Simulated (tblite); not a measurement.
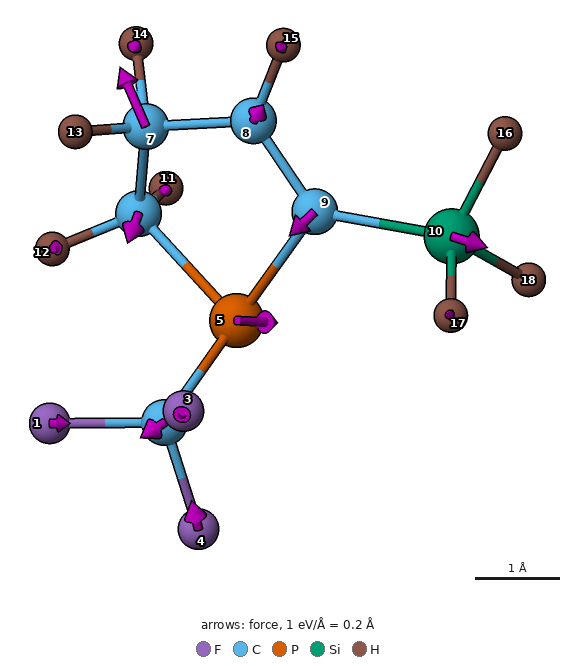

Starting geometry of C5H8F3PSi with the computed forces as purple arrows. The picture is a ball-and-stick view, seen at a tilt.

Theory: GFN2-xTB geometry optimisation, gas phase in tblite. 

What follows when this structure is relaxed?

It isn't relaxed: the largest force vector, on a C atom, is 4.06 eV/Å. The final displacements have little in common with the starting forces (cosine between the two patterns 0.25). After 151 geometry steps the energy has fallen by 28.9 kcal/mol. An F atom moves most after the best rigid fit: 1.38 Å. By element the largest moves are F 1.38 Å, H 0.57 Å, P 0.35 Å, C 0.29 Å, Si 0.23 Å. Near-neighbour distances that change, for instance: C–Si 1.816 → 1.887 Å, C–F 1.404 → 1.341 Å, C–P 1.843 → 1.901 Å, C–C 1.488 → 1.536 Å. Among the angles between lasting bonds that change: C–P–C 113.4° → 94.4°, C–P–C 112.8° → 96.4°, P–C–C 99.1° → 108.4°. Groups turn about C–P by about 55°.
